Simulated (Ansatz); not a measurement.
**AsH (triplet): wB97M-V, B2PLYP over a scan of the distance As1–H2, aug-cc-pVDZ**

How well do these functionals follow the top wave-function level for AsH (triplet) over a scan of the distance As1–H2?

The runs use Ansatz 0.2.0, Gaussian basis; aug-cc-pVDZ, all electrons in the functionals, frozen cores in the correlation of double hybrids and RPA.

The runs, in order: wB97M-V, B2PLYP, at 1.223 Å; 1.352 Å; 1.531 Å; 1.682 Å; 1.888 Å; 2.122 Å; 2.501 Å; 2.854 Å; 3.439 Å; 4.148 Å; 5.166 Å.

14 further runs of the same task are left out: 1 for a known fault of the program, 9 that didn't finish, 4 set aside as unsound or not needed.

## Step 1: What is computed

The geometry derives from a PBE0/def2-TZVP stationary point (not a proven minimum). One bond is set to the value named and the two fragments are kept rigid. No spin-orbit coupling is included. The filled d shell of As may be among the frozen orbitals whatever the setting's name suggests; the logs give the count.

2 atoms, charge 0, spin multiplicity 3.

Atoms are counted from 1 here; the program's logs count them from 0.

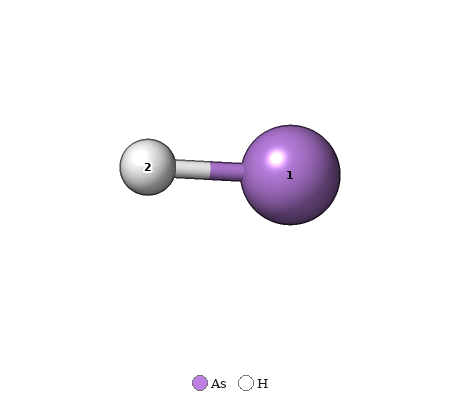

The geometry (arsenic purple, hydrogen white); atoms are numbered from 1 in the order of the file.

No dispersion term is added; wB97M-V holds VV10 nonlocal correlation.

The geometry shown and the zero of energy belong to the point 1.531 Å. The yardstick, FCI, and other wave-function levels (R restricted, U unrestricted, valence and pair active spaces) come from earlier runs.

## Step 2: wB97M-V, 1.223 Å

File in.yaml:

```yaml
crystal:
  periodic: [false, false, false]
  atoms:
    - {symbol: As, position_ang: [0.000000, 0.000000, 0.000000]}
    - {symbol: H, position_ang: [0.000000, 0.000000, 1.223000]}
basis:
  gaussian: {orbitals: aug-cc-pVDZ}
magnetization: {spin_polarized: true, initial_magnetization: 2}
hamiltonian: {xc: {name: wB97M-V}}
output: {orbitals: {seedname: orbitals}}
```

Run with:

```sh
ansatz run in.yaml --threads 1 --pin off --events-out ev --progress --plain --max-ram 2393MiB
```

Further steps of the session: wB97M-V, 1.352 Å; wB97M-V, 1.531 Å; wB97M-V, 1.682 Å; wB97M-V, 1.888 Å; wB97M-V, 2.122 Å; wB97M-V, 2.501 Å; wB97M-V, 2.854 Å; wB97M-V, 3.439 Å; wB97M-V, 4.148 Å; wB97M-V, 5.166 Å; B2PLYP, 1.223 Å; B2PLYP, 1.352 Å; B2PLYP, 1.531 Å; B2PLYP, 1.682 Å; B2PLYP, 1.888 Å; B2PLYP, 2.122 Å; B2PLYP, 2.501 Å; B2PLYP, 2.854 Å; B2PLYP, 3.439 Å; B2PLYP, 4.148 Å; B2PLYP, 5.166 Å.

Before running them: what should the planned runs give, taken together? Wanted: span of the FCI curve; largest miss, wB97M-V; largest miss, B2PLYP.

As calculated:

```
             quantity                value
span of the FCI curve             2.633 eV
largest miss, wB97M-V  +0.379 eV (2.501 Å)
 largest miss, B2PLYP  +0.280 eV (2.501 Å)
```

Of the functionals, B2PLYP keep the smallest largest miss at the points compared (at most 0.280 eV) and wB97M-V strays most (0.379 eV, at 2.501 Å). wB97M-V, B2PLYP clearly break the spin symmetry at some points (⟨S²⟩ up to 1.00 above the pure value), so energy there is bought with a mixed spin. Functionals and the yardstick converge differently with the basis, so part of each miss in aug-cc-pVDZ is the basis.
